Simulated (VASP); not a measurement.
Band structure of PtS2 (1T layered). Computed with TPSS meta-GGA, VASP's PBE PAW potentials (set 64) (plane waves; VASP).

Without a dispersion term in the relaxation, distances and binding between the weakly bound layers, chains or molecules are unreliable, and so is what depends on them. Unless said otherwise, spin-orbit coupling is left out, though it shifts the bands of the heavy elements here.

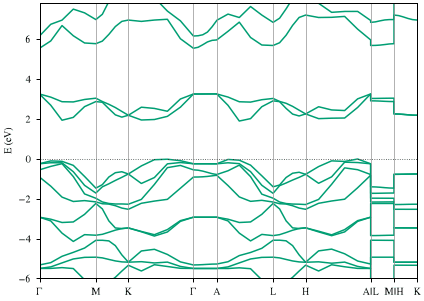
Fig. 1. Bands along high-symmetry lines, zero at the valence-band maximum or, without a gap, the Fermi level

Problem. Read the plot: is there a gap, and where are the band edges?

Solution. The gap is indirect, 1.80 eV, from the valence maximum at (0.12, 0.00, 0.50) to the conduction minimum at (0.00, 0.25, 0.25).

The compound is PtS2 in the 1T layered structure. It was relaxed first, which changed the volume by +49 %.
